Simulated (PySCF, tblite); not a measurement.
# Si₃H₅O₄+, a small gas-phase stand-in for a defect centre (silica 3-ring, OH): NMR shifts, core binding energies and electronic excitations

Wanted: the NMR shifts, core binding energies and electronic excitations for `O[Si]1O[SiH2]O[SiH2]O1`. It is drawn as: dangling bond, charged.

Programs: tblite 0.8.0 and PySCF 2.14.0. All values are calculated, for the isolated system unless a continuum is named. Atoms count from 0, parts from 1.

### 1 Starting point

12 atoms, charge 1, multiplicity 1; geometry: distance geometry start.

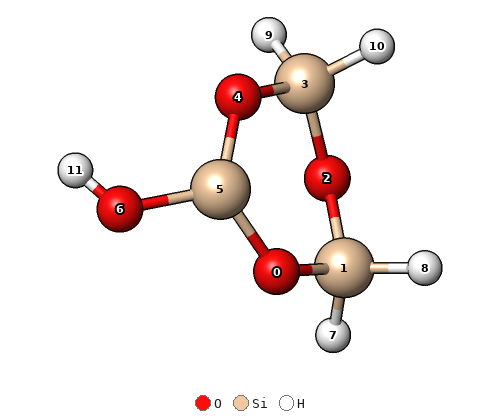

The starting geometry (oxygen red, silicon light orange, hydrogen white), atoms numbered.

### 2 Geometry optimisation with GFN2-xTB

Job settings and geometry (Å):

```
{"job": {"kind": "relax", "xc": "GFN2-xTB", "basis": "xTB"}, "charge": 1, "multiplicity": 1}
O     -0.981283    -0.855906     0.066777
Si    -0.418404    -2.160347     1.066151
O      1.279228    -1.865215     1.500930
Si     1.960986    -0.289454     1.919693
O      1.266694     0.932313     0.863816
Si    -0.196697     0.719800    -0.104356
O     -0.158385     1.409036    -1.726557
H     -0.503297    -3.398391     0.361155
H     -1.212885    -2.234059     2.255320
H      3.364295    -0.342349     1.760394
H      1.652103     0.009494     3.285321
H      0.536230     2.011034    -2.080025
```

Method: GFN2-xTB geometry optimisation, gas phase.

Started as:

```bash
$ OMP_NUM_THREADS=1 python cluster_run.py task.json out
```

The driver reads the jobs from task.json and runs them one after another.

**Question.** The jobs that follow are: PBE0-D3(BJ)/def2-SVP geometry optimisation, gas phase; GIAO PBE0/pcSseg-1 NMR shielding, non-relativistic, gas phase; delta-SCF UKS SCAN, pcX-2 on the ionised atom, pcseg-1 elsewhere, spin-free X2C; TDDFT CAM-B3LYP/def2-SVPD, vertical, gas phase, core orbitals frozen in the response. Predict: point group; rotational constants (main isotopes); ¹H shifts against TMS (PBE0/pcSseg-1, means over atoms taken as alike); ¹⁷O shifts against H2O (PBE0/pcSseg-1); ²⁹Si shifts against TMS (PBE0/pcSseg-1); O1s binding energies, SCAN/pcX-2 (standing for 3 of 4 atoms); Si2p binding energies, SCAN/pcX-2 (standing for 2 of 3 atoms); lowest singlet (CAM-B3LYP/def2-SVPD); brightest single state of those computed; lowest triplet; vertical ionisation energy (ΔSCF); vertical electron affinity (ΔSCF).

**Answer**, as computed:

| quantity | value |
| --- | --- |
| point group | Cs |
| rotational constants (main isotopes) | 2.26, 1.43, 0.90 GHz |
| ¹H shifts against TMS (PBE0/pcSseg-1, means over atoms taken as alike) | 5.56, 5.54, 5.47 ppm |
| ¹⁷O shifts against H2O (PBE0/pcSseg-1) | 123.0, 111.9, 90.5, 61.6 ppm |
| ²⁹Si shifts against TMS (PBE0/pcSseg-1) | -8.4, -8.9, -42.0 ppm |
| O1s binding energies, SCAN/pcX-2 (standing for 3 of 4 atoms) | O6 545.25, O4 544.07, O0 544.06 eV |
| Si2p binding energies, SCAN/pcX-2 (standing for 2 of 3 atoms) | Si5 115.52, Si1 113.43 eV |
| lowest singlet (CAM-B3LYP/def2-SVPD) | 6.58 eV (188 nm), f = 0.001 |
| brightest single state of those computed | state 4, 7.70 eV, f = 0.059 |
| lowest triplet | 6.44 eV |
| vertical ionisation energy (ΔSCF) | 15.58 eV |
| vertical electron affinity (ΔSCF) | 4.71 eV |

**Reading.** The start of the PBE0/def2-SVP relaxation was shaken at random by about 0.01 Å, so part of the energy gained, and of the first lengths quoted, undoes that. Relaxing lowered the energy by 0.301 eV in 4 steps; the close pair that moved most is Si3–H9, from 1.411 to 1.474 Å (PBE0/def2-SVP). No frequency check was run at this level, so the end point may be a saddle. At PBE0/pcSseg-1: The largest span, 182 ppm, is at O2, where the paramagnetic term is -159 ppm. At SCAN/pcX-2: O6 (oxygen bonded to Si, H) binds its O1s electron 1.19 eV more tightly than O0 (oxygen bonded to 2 Si). Only 3 of the 4 O atoms are covered by sound results. At SCAN/pcX-2: Si5 (silicon bonded to 3 O) binds its Si2p electron 2.09 eV more tightly than Si1 (silicon bonded to 2 O, 2 H). Only 2 of the 3 Si atoms are covered by sound results. The first singlet state (HOMO→LUMO 0.95) lies at 6.58 eV and is dark; of the 6 states computed, the strongest absorption comes from state 4 at 7.70 eV. The lowest triplet lies 0.14 eV below the lowest singlet (triplets in Tamm-Dancoff, singlets in full TDDFT). ΔSCF puts the ionisation energy at 15.58 eV, 0.89 eV above −ε(HOMO). A capped cluster stands for the solid here, so long-range fields and strain are missing, and bands or shifts of the capping hydrogens have no counterpart in it.
